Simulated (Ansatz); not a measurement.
**PN (phosphorus nitride): levels of theory compared**

Wanted: a comparison of 6 runs (HF/STO-3G, B3LYP/6-31G*, CAM-B3LYP/def2-SVP, BLYP/pcseg-2, CCSDTQ/STO-3G) of PN (phosphorus nitride). 

The calculation is run with Ansatz 0.2.0.

10 further runs of the same task are left out: 2 for a known fault of the program, 1 that didn't finish, 7 set aside as unsound or not needed.

**1. The molecule**

The species is PN (2 atoms), meant as a singlet with charge 0. As SMILES, `N#P`. The bond length is the measured one.

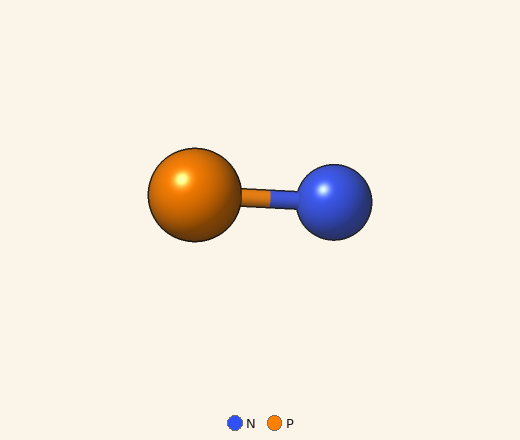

The structure, seen from a chosen angle (nitrogen blue, phosphorus orange).

**2. Energy and gradient at HF/STO-3G (run 1)**

Contents of run.yaml:

```yaml
crystal:
  periodic: [false, false, false]
  atoms:
    - {symbol: "N", position_ang: [0.000000, 0.000000, 0.000000]}
    - {symbol: P, position_ang: [0.000000, 0.000000, 1.490866]}
basis:
  gaussian:
    orbitals: STO-3G
accuracy: high
hamiltonian:
  xc: hf
output: {forces: true, orbitals: {seedname: orbitals}}
```

Started as:

```console
$ ansatz run run.yaml --threads 1 --pin off --max-ram 2610MiB --events-out events.jsonl --progress --plain --runs-dir runs
```

Output:

```text
Warning: RAYON_NUM_THREADS=1 ignored (pool sized by the plan → 1); use --threads N
Functional definition: HF
  name "HF"
  exchange = exact_x
  correlation = 0
224 factors; integrals over basis functions are off by at most 8.7e-9 eV
mean field evaluation 1: about -10625.0807 eV, gradient 3.2e1 eV
mean field evaluation 2: about -10625.0870 eV, gradient 3.2e1 eV
mean field evaluation 4: about -10628.5182 eV, gradient 2.4e0 eV
mean field evaluation 8: about -10628.5426 eV, gradient 1.8e-2 eV
mean field -10628.54257783 eV, -390.5917354505 hartree, gradient 2.8e-8 eV, S^2 0.000000; 0 other end points of the search recorded, 0 dependent functions left out
the calculation of the forces begins
reference -10628.54257783 eV, -390.5917354505 hartree; 11, 11 occupied and 3, 3 virtual orbitals, 224 factors
Total energy: -10628.54257783 eV, -390.5917354505 hartree
Atom 0 at     0.000000     0.000000     0.000000 Å, force     0.000000     0.000000     2.999957 eV/Å
Atom 1 at     0.000000     0.000000     1.490866 Å, force    -0.000000    -0.000000    -2.999957 eV/Å
Dipole moment:    -0.000000    -0.000000     0.417820 e Å
```

Run time: 0.15 s. Hardware: 1 thread of Arm Neoverse V1, shared host.

**3. Energy and gradient at B3LYP/6-31G(d) (spherical functions) (run 2)**

Contents of run.yaml:

```yaml
crystal:
  periodic: [false, false, false]
  atoms:
    - {symbol: N, position_ang: [0.000000, 0.000000, 0.000000]}
    - {symbol: P, position_ang: [0.000000, 0.000000, 1.490866]}
basis:
  gaussian:
    orbitals: 6-31G_st_-spherical.json
hamiltonian:
  xc: {name: B3LYP}
accuracy: high
output: {forces: true, orbitals: {seedname: orbitals}}
```

The basis set 6-31G* is read from a file made from the Basis Set Exchange's data (not shown).

Started as:

```console
$ ansatz run run.yaml --threads 1 --pin off --max-ram 2610MiB --events-out events.jsonl --progress --plain --runs-dir runs
```

Output:

```text
Warning: RAYON_NUM_THREADS=1 ignored (pool sized by the plan → 1); use --threads N
Functional definition: B3LYP
  name "B3LYP"
  parameter a0 = 0.2
  parameter ax = 0.72
  parameter ac = 0.81
  exchange = (1 - a0 - ax)*slater_x + ax*b88_x + a0*exact_x
  correlation = (1 - ac)*vwn_rpa_c + ac*lyp_c
569 factors; integrals over basis functions are off by at most 4.1e-9 eV
mean field evaluation 1: about -10766.7030 eV, gradient 6.7e1 eV
mean field evaluation 2: about -10704.8075 eV, gradient 1.4e2 eV
mean field evaluation 4: about -10777.2291 eV, gradient 3.7e0 eV
mean field evaluation 8: about -10777.2756 eV, gradient 1.7e-1 eV
mean field evaluation 16: about -10777.2757 eV, gradient 2.7e-7 eV
mean field -10777.27565200 eV, -396.0575751112 hartree, gradient 2.2e-8 eV, S^2 0.000000; 0 other end points of the search recorded, 0 dependent functions left out
the calculation of the forces begins
reference -10777.27567500 eV, -396.0575759564 hartree; 11, 11 occupied and 21, 21 virtual orbitals, 569 factors
Total energy: -10777.27567500 eV, -396.0575759564 hartree
Atom 0 at     0.000000     0.000000     0.000000 Å, force    -0.000000    -0.000000    -0.275953 eV/Å
Atom 1 at     0.000000     0.000000     1.490866 Å, force     0.000000    -0.000000     0.275953 eV/Å
Dipole moment:     0.000000    -0.000000     0.510836 e Å
```

Run time: 1.2 s. Hardware: 1 thread of Arm Neoverse V1, shared host.

Runs 3 to 5 aren't shown in full; the table further down has their settings and results.

**4. The energy at CCSDTQ/STO-3G (density fitting with cc-pVTZ-jkfit) (run 6)**

Contents of job.yaml:

```yaml
basis:
  gaussian:
    orbitals: STO-3G
    fitting: {mean_field: cc-pVTZ-jkfit}
crystal:
  periodic: [false, false, false]
  atoms:
    - symbol: N
      position_ang: [0.000000, 0.000000, 0.000000]
    - symbol: P
      position_ang: [0.000000, 0.000000, 1.490866]
magnetization:
  spin_polarized: false
  initial_magnetization: 0
correlation:
  method: ccsdtq
  electrons: all
scf:
  lower_state_search: standard
```

Started as:

```console
$ ansatz run job.yaml --threads 1 --pin off --max-ram 2610MiB --events-out events.jsonl --progress --plain --runs-dir runs
```

Output:

```text
Warning: RAYON_NUM_THREADS=1 ignored (pool sized by the plan → 1); use --threads N
[... 4 set-up lines as earlier in the session ...]
200 factors; integrals over basis functions are off by at most 1.1e-3 eV
mean field evaluation 1: about -10625.0744 eV, gradient 3.2e1 eV
mean field evaluation 2: about -10622.5103 eV, gradient 4.6e1 eV
mean field evaluation 4: about -10628.5403 eV, gradient 6.0e-1 eV
mean field evaluation 8: about -10625.0744 eV, gradient 3.2e1 eV
mean field -10628.54278116 eV, -390.5917429227 hartree, gradient 9.4e-7 eV, S^2 0.000000; 0 other end points of the search recorded, 0 dependent functions left out; unrestricted orbitals would lower it
mean field evaluation 16: about -10629.3976 eV, gradient 1.1e-1 eV
reference -10628.54278116 eV, -390.5917429227 hartree; 11, 11 occupied and 3, 3 virtual orbitals, 200 factors
second order -5.07367812 eV of doubles, -0.00000000 eV of singles
cycle   1  -4.21429661 eV  change    8.6e-1 eV  update   1.1e-1
cycle   2  -4.55268843 eV  change   -3.4e-1 eV  update   6.1e-2
cycle   3  -4.72476666 eV  change   -1.7e-1 eV  update   2.5e-2
cycle   4  -4.76113631 eV  change   -3.6e-2 eV  update   1.2e-2
cycle   5  -4.78251104 eV  change   -2.1e-2 eV  update   4.2e-3
cycle   6  -4.78186101 eV  change    6.5e-4 eV  update   7.7e-4
cycle   7  -4.77983725 eV  change    2.0e-3 eV  update   3.7e-4
cycle   8  -4.77941835 eV  change    4.2e-4 eV  update   1.3e-4
cycle   9  -4.77953258 eV  change   -1.1e-4 eV  update   3.4e-5
cycle  10  -4.77944030 eV  change    9.2e-5 eV  update   1.6e-5
cycle  11  -4.77943023 eV  change    1.0e-5 eV  update   2.9e-6
cycle  12  -4.77943022 eV  change    1.9e-8 eV  update   8.6e-7
Total energy: -10633.32221138 eV, -390.7673837435 hartree
```

It took 14 s on 1 thread of Arm Neoverse V1, shared host; peak memory 0.46 GiB.

**5. The series**

```csv
run,level,Cartesian functions,task,energy (Eh),dipole moment (D),HOMO energy (eV),LUMO energy (eV),wall time
1,HF/STO-3G,no,gradient,-390.591735,2.01,-8.72,7.02,0.15 s
2,B3LYP/6-31G* (spherical functions),no,gradient,-396.057576,2.45,-8.85,-2.25,1.2 s
3,CAM-B3LYP/def2-SVP,no,gradient,-395.889291,2.61,-10.54,-0.75,1.2 s
4,B3LYP/6-31G* (Cartesian functions),yes,gradient,-396.061813,2.46,-8.86,-2.26,1.2 s
5,BLYP/pcseg-2,no,gradient,-396.111958,2.77,-7.58,-3.18,2.1 s
6,CCSDTQ/STO-3G (density fitting with cc-pVTZ-jkfit),no,energy,-390.767384,–,–,–,14 s
```

**6. Outcome**

| quantity | value |
| --- | --- |
| run 6: total energy | -390.76738 Eh |
| run 6: correlation energy | -175.6 mEh |
| run 6: T1 diagnostic | 0.004 |

What this shows: Over runs 1, 2, 3, 4, 5 the dipole moment (its size) runs from 2.01 D (HF/STO-3G) to 2.77 D (BLYP/pcseg-2). The two ends differ in method and basis. Over runs 1, 2, 3, 4, 5 the HOMO–LUMO gap runs from 4.40 eV (BLYP/pcseg-2) to 15.74 eV (HF/STO-3G). Totals of different functionals can't be ranked against each other. In run 6 the log says that unrestricted orbitals would lower the reference, so the values rest on an unstable closed-shell determinant (other closed-shell runs at this shape may share the fault). In runs 1, 6 the basis is minimal, so the values are rough. All runs together took 20 s, the longest 14 s.
